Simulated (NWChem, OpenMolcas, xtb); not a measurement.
**How methods differ on SnNH2F (SMILES [NH2][Sn][F])**

The species is SnNH2F (5 atoms), meant as a singlet with charge 0. SMILES: `[NH2][Sn][F]`. Geometry: relaxed at PBE0-D4/def2-TZVP. This is one conformer, not always the lowest.

```xyz
5

N    -0.3029    0.4955   -0.3933
Sn    0.3389   -0.0537    1.4232
F     0.9669   -1.7759    0.7543
H    -0.7468    1.3693   -0.6291
H    -0.2062   -0.1089   -1.1966
```

Quantity: the dipole moment, in D. The values are calculated.

| level | kind | program | value (D) | CPU time |
| --- | --- | --- | --- | --- |
| GFN2-xTB | semi-empirical | xtb | 4.57 | under 2 s |
| HF/def2-SVP (core potential) | Hartree–Fock | NWChem | 3.12 | 8.9 s |
| SVWN5/def2-SVP (core potential) | LDA | OpenMolcas | 2.77 | 11 s |
| PBE/def2-SVP (core potential) | GGA | OpenMolcas | 2.68 | 19 s |
| r2SCAN/def2-SVP (core potential) | meta-GGA | OpenMolcas | 2.80 | 23 s |
| TPSSh/def2-SVP (core potential) | hybrid meta-GGA | NWChem | 2.75 | 22 s |
| CAM-B3LYP/def2-SVP (core potential) | range-separated hybrid | NWChem | 2.85 | 16 s |

The values span 2.68 to 4.57 D. Magnitudes only. Times are those of the runs behind each value, whatever else they computed, on shared processors of several kinds: orders of magnitude only.

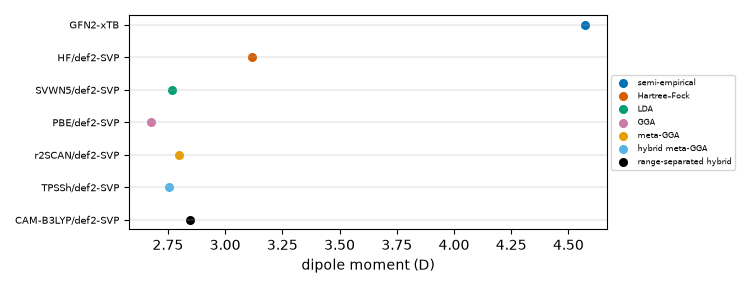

The values of the table, level by level.
